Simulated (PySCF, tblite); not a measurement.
**C6H14O2Si: geometry, infrared bands and NMR shifts**

Aim: predict the infrared bands and NMR shifts of C6H14O2Si (`CCC1(CC)CO[SiH2]O1`).

Computed with tblite 0.8.0 and PySCF 2.14.0, with density-fitted response routines of our own, on a single molecule in the gas phase. Atoms are numbered from 0 throughout.

## (1) Starting geometry

23 atoms, charge 0, multiplicity 1; geometry from: force field or distance geometry start.

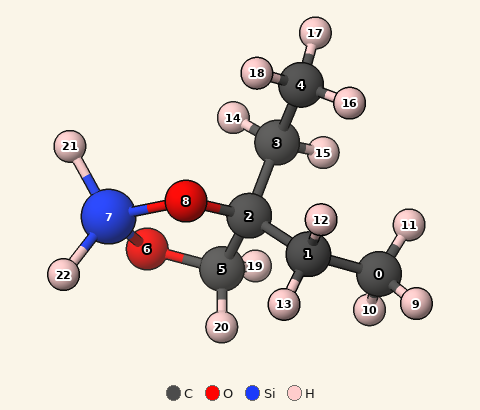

The starting geometry (carbon dark grey, oxygen red, silicon blue, hydrogen pink), atoms numbered; sticks join atoms by distance.

## (2) Relaxing the molecule with GFN2-xTB

The job: settings as JSON, then the geometry in Å.

```
{"job": {"kind": "relax", "xc": "GFN2-xTB", "basis": "xTB"}, "charge": 0, "multiplicity": 1}
C     -1.981400     1.251300     0.628800
C     -0.642700     0.757400     1.104400
C      0.276300     0.141600     0.022600
C     -0.376300    -1.071800    -0.696500
C     -0.730200    -2.231700     0.255000
C      0.673600     1.229600    -1.023000
O      1.959500     0.865400    -1.563000
Si     2.800100     0.070500    -0.340400
O      1.503500    -0.274300     0.669200
H     -2.538100     1.716500     1.463800
H     -1.884300     2.004100    -0.159300
H     -2.612300     0.434100     0.249400
H     -0.792600     0.027100     1.931700
H     -0.101600     1.585100     1.590900
H      0.312800    -1.469700    -1.438500
H     -1.278000    -0.771600    -1.221600
H     -1.514500    -1.944300     0.956200
H     -1.101000    -3.086600    -0.333200
H      0.143000    -2.564000     0.821000
H     -0.041600     1.317800    -1.830900
H      0.777900     2.228500    -0.554500
H      3.394900    -1.182100    -0.856400
H      3.748100     0.994000     0.334300
```

Run with:

```sh
OMP_NUM_THREADS=1 python probes_run.py task.json out
```

One launch serves the whole session: the jobs run in the order shown.

**Question.** This job is followed by: GFN2-xTB harmonic vibrations, gas phase; GIAO PBE0/pcSseg-1 NMR shielding, non-relativistic, gas phase. Predict these results of the whole session: strongest single infrared mode (GFN2-xTB); zero-point energy (GFN2-xTB); ¹³C shifts against TMS (PBE0/pcSseg-1, means over atoms taken as alike); ¹H shifts against TMS (PBE0/pcSseg-1, means over atoms taken as alike); ¹⁷O shifts against H2O (PBE0/pcSseg-1); ²⁹Si shifts against TMS (PBE0/pcSseg-1).

**Answer**, as computed:

| quantity | value |
| --- | --- |
| strongest single infrared mode (GFN2-xTB) | 2323 cm⁻¹, 427 km/mol |
| zero-point energy (GFN2-xTB) | 120.6 kcal/mol |
| ¹³C shifts against TMS (PBE0/pcSseg-1, means over atoms taken as alike) | 81.6, 78.3, 33.4, 10.1 ppm |
| ¹H shifts against TMS (PBE0/pcSseg-1, means over atoms taken as alike) | 5.05, 3.97, 1.89, 1.45, 0.96 ppm |
| ¹⁷O shifts against H2O (PBE0/pcSseg-1) | 76.3, 31.0 ppm |
| ²⁹Si shifts against TMS (PBE0/pcSseg-1) | -5.1 ppm |

**Reading.** Relaxing lowered the energy by 0.251 eV in 39 steps; the close pair that moved most is Si7–O8, from 1.679 to 1.632 Å. All 63 modes are real, so the xTB geometry is a minimum. The strongest single mode, at 2323 cm⁻¹, moves mainly H21 and H22. Unscaled tight-binding wavenumbers are off by several per cent, some by more. Its intensities can rank the bands wrongly. The most deshielded carbon is C2 (fully substituted sp3 carbon bonded to O), at 81.6 ppm: deshielded by the electronegative neighbour. At PBE0/pcSseg-1: The widest tensor belongs to O6: span 126 ppm, with a paramagnetic part of -90 ppm.
